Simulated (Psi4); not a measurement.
**BClF2 (chlorodifluoroborane) at MP2/cc-pVDZ-DK (sfX2C, density fitting, density fitting for correlation, sweep point 1)**

Aim: the vertical singlet–triplet gap of BClF2 (chlorodifluoroborane) at MP2/cc-pVDZ-DK (sfX2C, density fitting, density fitting for correlation, sweep point 1), from 2 runs. 

The results are computed with Psi4 1.11.

### 1 The system as given

The species is BClF2 (4 atoms), meant as a singlet with charge 0. As SMILES, `FB(F)Cl`. Geometry: relaxed at PBE0-D4/def2-TZVP.

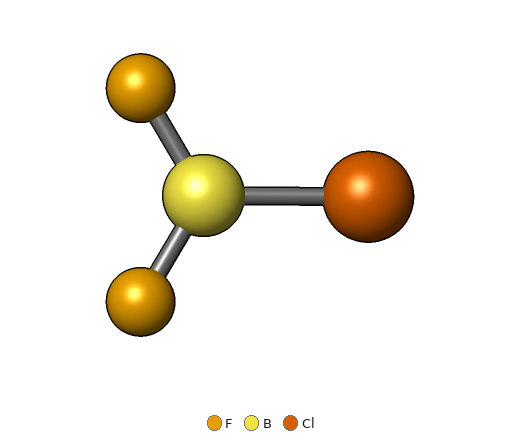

The structure, seen from a chosen angle (fluorine amber, boron yellow, chlorine orange).

### 2 A single-point energy at MP2/cc-pVDZ-DK (sfX2C, density fitting, density fitting for correlation, sweep point 1)

File job.in:

```
memory 1600 mb

molecule geom {
  F     -0.173700    -1.254300    -0.546300
  B     -0.067100    -0.041300    -0.062000
  F     -1.011600     0.830100    -0.317700
  Cl     1.307900     0.405300     0.905700
  symmetry c1
}

set {
  puream true
  scf_type df
  num_frozen_docc 8
  relativistic x2c
}

energy("mp2/cc-pVDZ-DK")
print_variables()
```

Run with:

```bash
$ psi4 -i job.in -o job.out -n 1
```

job.out, cut to the lines that bear on the results:

```text
[...]
  Running in c1 symmetry.
[...]
  Nuclear repulsion =  142.136300753478139
[...]
  Multiplicity = 1
[...]
  Nalpha       = 20
  Nbeta        = 20
[...]
    Number of basis functions: 60
[...]
    WARNING: The X2C and Dirac Hamiltonians have substatially different eigenvalues!
             This is probably caused by the recontraction of the basis set.
[...]
   @DF-RHF iter   1:  -684.76897191013222   -6.40606e-01   6.48953e-03 ADIIS/DIIS
[...]
   @DF-RHF iter  11:  -684.82797519454016   -9.09495e-13   6.88383e-09 DIIS
[...]
    Orbital Energies [Eh]
    ---------------------
    Doubly Occupied:
       1A   -105.231228     2A    -26.369940     3A    -26.369882
       4A    -10.652163     5A     -8.054256     6A     -8.051667
       7A     -8.051300     8A     -7.799235     9A     -1.681498
      10A     -1.650139    11A     -1.148624    12A     -0.845107
      13A     -0.792531    14A     -0.751873    15A     -0.741204
      16A     -0.681842    17A     -0.675090    18A     -0.590862
      19A     -0.502468    20A     -0.492774
[...]
  @DF-RHF Final Energy:  -684.82797519454016
   => Energetics <=
    Nuclear Repulsion Energy =            142.1363007534781389
    One-Electron Energy =               -1231.6611875666162632
    Two-Electron Energy =                 404.6969116185980511
    Total Energy =                       -684.8279751945401586
[...]
 Multipole Moments:
 ------------------------------------------------------------------------------------
     Multipole            Electronic (a.u.)      Nuclear  (a.u.)        Total (a.u.)
 ------------------------------------------------------------------------------------
 L = 1.  Multiply by 2.5417464519 to convert [e a0] to [Debye]
 Dipole X            :         -0.9216463            0.9901965            0.0685502
 Dipole Y            :         -0.2990321            0.3216348            0.0226027
 Dipole Z            :         -0.6484262            0.6969061            0.0484800
 Magnitude           :                                                    0.0869501
[...]
```

It took 1.8 s on 1 thread of INTEL XEON PLATINUM 8581C at 2.30GHz (Emerald Rapids), shared host; peak memory 0.27 GiB.

### 3 The triplet, same level

File input.dat:

```
memory 1.6 GB

molecule {
  0 3
  F     -0.173700    -1.254300    -0.546300
  B     -0.067100    -0.041300    -0.062000
  F     -1.011600     0.830100    -0.317700
  Cl     1.307900     0.405300     0.905700
  units angstrom
  symmetry c1
}

set basis cc-pVDZ-DK
set reference uhf
set puream true
set scf_type df
set num_frozen_docc 8
set maxiter 150
set relativistic x2c

energy('mp2')
print_variables()
```

Run with:

```bash
$ psi4 input.dat output.dat -n 1
```

output.dat, cut to the lines that bear on the results:

```text
[...]
  Running in c1 symmetry.
[...]
  Nuclear repulsion =  142.136300753478139
[...]
  Multiplicity = 3
[...]
  Nalpha       = 21
  Nbeta        = 19
[...]
    Number of basis functions: 60
[...]
    WARNING: The X2C and Dirac Hamiltonians have substatially different eigenvalues!
             This is probably caused by the recontraction of the basis set.
[...]
   @DF-UHF iter   1:  -684.43597891399327   -3.07613e-01   7.20591e-03 ADIIS/DIIS
[...]
   @DF-UHF iter  16:  -684.52359947241189   -2.39879e-11   7.77377e-09 DIIS
[...]
   @S^2 Observed:                2.013443262E+00
[...]
    Orbital Energies [Eh]
    ---------------------
    Alpha Occupied:
       1A   -105.387036     2A    -26.286875     3A    -26.286837
       4A    -10.803414     5A     -8.224337     6A     -8.198531
       7A     -8.198460     8A     -7.655088     9A     -1.605126
      10A     -1.574973    11A     -1.292772    12A     -0.795885
      13A     -0.733581    14A     -0.730412    15A     -0.707686
      16A     -0.667319    17A     -0.642856    18A     -0.623769
      19A     -0.609437    20A     -0.596275    21A     -0.168659
    Alpha Virtual:
      22A      0.184992    23A      0.303650    24A      0.324759
      25A      0.375129    26A      0.405416    27A      0.518986
[...]
  @DF-UHF Final Energy:  -684.52359947241189
   => Energetics <=
    Nuclear Repulsion Energy =            142.1363007534781389
    One-Electron Energy =               -1231.1022939286619930
    Two-Electron Energy =                 404.4423937027720513
    Total Energy =                       -684.5235994724118882
  UHF NO Occupations:
  HONO-2 :   19  A 1.9965074
  HONO-1 :   20  A 1.0000000
[...]
 Multipole Moments:
 ------------------------------------------------------------------------------------
     Multipole            Electronic (a.u.)      Nuclear  (a.u.)        Total (a.u.)
 ------------------------------------------------------------------------------------
 L = 1.  Multiply by 2.5417464519 to convert [e a0] to [Debye]
 Dipole X            :          0.6253197            0.9901965            1.6155162
 Dipole Y            :          0.2035144            0.3216348            0.5251492
 Dipole Z            :          0.4394932            0.6969061            1.1363993
 Magnitude           :                                                    2.0437900
[...]
```

Wall time 1.9 s (1 thread of INTEL XEON PLATINUM 8581C at 2.30GHz (Emerald Rapids), shared host); peak memory 0.27 GiB.

### 4 Results

Level: MP2/cc-pVDZ-DK (sfX2C, density fitting, density fitting for correlation, sweep point 1), 8 core orbitals frozen.

| quantity | value |
| --- | --- |
| singlet: total energy | -685.41414 Eh |
| singlet: HOMO energy (Hartree–Fock orbitals) | -13.41 eV |
| singlet: LUMO energy (Hartree–Fock orbitals) | 3.99 eV |
| singlet: HOMO–LUMO gap (Hartree–Fock orbitals) | 17.40 eV |
| singlet: correlation energy (8 core orbitals frozen) | -586.2 mEh |
| triplet: total energy | -685.08412 Eh |
| triplet: HOMO energy (Hartree–Fock orbitals) (highest over α and β) | -4.59 eV |
| triplet: LUMO energy (Hartree–Fock orbitals) (lowest over α and β) | -3.65 eV |
| triplet: correlation energy (8 core orbitals frozen) | -560.5 mEh |
| triplet: ⟨S²⟩ of the reference determinant | 2.013 |
| vertical energy of the triplet above the singlet | 8.980 eV |

**Reading.** At this shape the triplet lies 8.98 eV (207 kcal/mol) above the singlet.
